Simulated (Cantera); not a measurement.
A closed system holds: 1 mol Si2Cl6, a varied amount of N2, 47 mol H2, at 1475 K and 13.0 Pa.

These are equilibrium values from Cantera (NASA tables, ideal gas, pure condensed phases), not measurements of a reactor. Candidate condensed phases: NH4Cl, Si, Si3N4; 28 gas species. The feed counts by its element totals alone. N2 is the only nitrogen source here; it is nearly inert below about 1500 K, so the nitride shown seldom forms there in practice. The tables' values for SiCl3, SiCl are old estimates; treat these amounts as uncertain. Equilibrium is a limit: real reactors are often held back by kinetics, nucleation or transport.

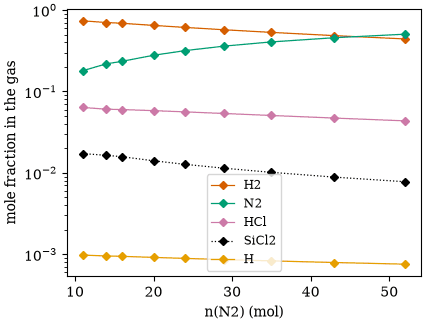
Figure. Equilibrium gas composition (values under 1e-9 drawn at 1e-9)

### Question
Read off the mole fractions at 20 mol N2.

### Answer
H2 about 0.65, N2 about 0.28, HCl about 0.058, SiCl2 about 0.014, H about 0.00092.
